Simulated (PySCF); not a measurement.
## CH$_{6}$GaO: one change and its effect

System: CH$_{6}$GaO, charge −1, SMILES [H][Ga-]([H])([H])[O]C.
Method of the first run: GIAO PBE/pcSseg-1 Ga:pcSseg-2 NMR shielding, non-relativistic, gas phase (PySCF 2.14.0).

The geometry comes from this level: PBE0-D3(BJ)/def2-SVP. Text and figures count atoms from 1; the logs count them from 0 in places.

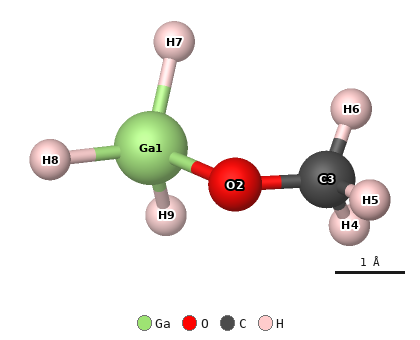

**Figure 1.** The structure (ball-and-stick view, seen at a tilt; atoms are numbered from 1 in the order of the input). Sticks mark near contacts.

Input, the first run:
```
{"job": {"kind": "nmr", "xc": "PBE", "basis": {"default": "pcSseg-1", "Ga": "pcSseg-2"}, "pop": false}, "charge": -1, "multiplicity": 1}
Ga    -0.373899     0.557117    -1.247419
O     -0.209279     0.639470     0.635388
C      0.324750    -0.437587     1.273922
H     -0.272494    -1.381265     1.171895
H      0.411416    -0.261788     2.374181
H      1.357028    -0.714055     0.935273
H      1.115179     0.307854    -1.853300
H     -0.994291     1.979217    -1.689165
H     -1.358410    -0.688973    -1.600786
```

The first line tells a small driver script what to run in PySCF; the rest is the geometry in Å.

Hardware: 1 CPU thread, shared host.

Output (the first run):
```
coarse grid: 32608 points
cycle   1  E = -2041.1644203823  dE = -4.585e-01  |g| = 1.630e+00  |ddm| = 2.405e+00
cycle   2  E = -2039.2676344794  dE =  1.897e+00  |g| = 3.521e+00  |ddm| = 8.031e+00
cycle   3  E = -2041.2928838564  dE = -2.025e+00  |g| = 8.600e-01  |ddm| = 7.926e+00
cycle   4  E = -2041.4203596674  dE = -1.275e-01  |g| = 1.849e-01  |ddm| = 7.436e-01
cycle   5  E = -2041.4229966284  dE = -2.637e-03  |g| = 6.414e-02  |ddm| = 1.531e-01
cycle   6  E = -2041.4238791594  dE = -8.825e-04  |g| = 1.717e-02  |ddm| = 7.230e-02
cycle   7  E = -2041.4239368699  dE = -5.771e-05  |g| = 5.790e-03  |ddm| = 1.508e-02
cycle   8  E = -2041.4239450551  dE = -8.185e-06  |g| = 1.245e-03  |ddm| = 7.303e-03
final grid: 67944 points
cycle   9  E = -2041.4240079241  dE =  8.017e-07  |g| = 2.749e-03  |ddm| = 3.093e-03
cycle  10  E = -2041.4240030447  dE =  4.879e-06  |g| = 6.405e-03  |ddm| = 6.251e-03
cycle  11  E = -2041.4240090665  dE = -6.022e-06  |g| = 3.864e-04  |ddm| = 4.727e-03
cycle  12  E = -2041.4240091016  dE = -3.512e-08  |g| = 1.305e-04  |ddm| = 5.322e-04
cycle  13  E = -2041.4240091040  dE = -2.352e-09  |g| = 9.072e-06  |ddm| = 9.081e-05
cycle  14  E = -2041.4240091040  dE = -9.095e-12  |g| = 2.828e-06  |ddm| = 8.512e-06
converged SCF energy = -2041.4240091040

GIAO shielding tensors (ppm)
atom      isotropic    diamagn.    paramagn.     s11        s22        s33       span
  0 Ga    1476.258    2640.907   -1164.649   1378.355   1392.839   1657.581    279.226
  1 O      329.921     394.451     -64.530    249.239    364.781    375.744    126.505
  2 C      118.252     240.606    -122.354     86.430     87.604    180.723     94.293
  3 H       27.289      28.834      -1.545     23.724     24.395     33.747     10.022
  4 H       27.301      28.088      -0.787     23.107     24.616     34.180     11.073
  5 H       27.307      28.875      -1.568     23.829     24.413     33.678      9.849
  6 H       26.926      29.278      -2.351     21.558     23.259     35.963     14.405
  7 H       26.897      29.259      -2.362     21.064     23.185     36.441     15.377
  8 H       26.907      29.267      -2.360     21.494     23.224     36.003     14.509
```

The second run used a changed input.

The two runs side by side:

| quantity | the first run | the second run |
| --- | --- | --- |
| outcome | converged | converged |
| total energy (hartree) | −2041.424009 | −2041.921840 |
| HOMO (eV) | −0.27 | −1.50 |
| LUMO (eV) | 4.54 | 4.98 |
| shielding of Ga1 (ppm) | 1476.3 | 1520.0 |
| shielding of O2 (ppm) | 329.9 | 338.1 |
| shielding of C3 (ppm) | 118.3 | 119.1 |
| shielding of H4 (ppm) | 27.3 | 27.7 |
| shielding of H7 (ppm) | 26.9 | 27.4 |
| shielding of H8 (ppm) | 26.9 | 27.3 |
| shielding of H9 (ppm) | 26.9 | 27.4 |
| SCF iterations | 14 | 12 |
| basis functions | 127 | 127 |
| wall time (shared host) | 17 s | 11 s |

Which change of the input explains these differences?

The change (lines with − go, lines with + come):
```diff
-"xc": "PBE"
+"xc": "B3LYP"
```

The total energies belong to different methods, so their difference says nothing on which is more stable or more accurate. The HOMO goes from −0.27 to −1.50 eV. The LUMO goes from 4.54 to 4.98 eV. Of all shieldings, the largest change is that of Ga1, by +43.8 ppm. The functional changes from PBE to B3LYP. Exact exchange removes part of the self-interaction error of semilocal functionals, which pushes filled and empty levels apart. The SCF takes 12 iterations against 14.

Output (the second run):
```
coarse grid: 32608 points
cycle   1  E = -2041.7244290869  dE = -5.365e-01  |g| = 1.382e+00  |ddm| = 2.362e+00
cycle   2  E = -2041.0794971294  dE =  6.449e-01  |g| = 2.391e+00  |ddm| = 3.755e+00
cycle   3  E = -2041.8953009339  dE = -8.158e-01  |g| = 3.876e-01  |ddm| = 3.340e+00
cycle   4  E = -2041.9198691338  dE = -2.457e-02  |g| = 1.458e-01  |ddm| = 3.513e-01
cycle   5  E = -2041.9216948927  dE = -1.826e-03  |g| = 2.608e-02  |ddm| = 8.567e-02
cycle   6  E = -2041.9217945393  dE = -9.965e-05  |g| = 3.808e-03  |ddm| = 2.518e-02
cycle   7  E = -2041.9217982281  dE = -3.689e-06  |g| = 6.879e-04  |ddm| = 5.692e-03
final grid: 67944 points
cycle   8  E = -2041.9218402379  dE =  1.286e-08  |g| = 9.272e-04  |ddm| = 1.613e-03
cycle   9  E = -2041.9218400801  dE =  1.578e-07  |g| = 1.451e-03  |ddm| = 1.530e-03
cycle  10  E = -2041.9218403945  dE = -3.144e-07  |g| = 1.572e-04  |ddm| = 9.112e-04
cycle  11  E = -2041.9218403986  dE = -4.090e-09  |g| = 3.147e-05  |ddm| = 1.091e-04
cycle  12  E = -2041.9218403988  dE = -1.592e-10  |g| = 6.604e-06  |ddm| = 2.250e-05
converged SCF energy = -2041.9218403988

GIAO shielding tensors (ppm)
atom      isotropic    diamagn.    paramagn.     s11        s22        s33       span
  0 Ga    1520.038    2640.092   -1120.055   1435.627   1447.840   1676.646    241.019
  1 O      338.102     395.336     -57.233    262.537    371.066    380.703    118.165
  2 C      119.147     239.215    -120.068     88.960     89.749    178.732     89.772
  3 H       27.725      29.016      -1.291     24.165     24.945     34.066      9.901
  4 H       27.676      28.188      -0.512     23.433     25.112     34.485     11.052
  5 H       27.738      29.056      -1.318     24.248     24.971     33.995      9.747
  6 H       27.377      29.532      -2.155     22.008     23.706     36.416     14.408
  7 H       27.342      29.454      -2.112     21.558     23.529     36.939     15.381
  8 H       27.361      29.520      -2.159     21.954     23.672     36.456     14.503
```

For both runs: Spin–orbit coupling is left out, which matters for the heavy atoms.
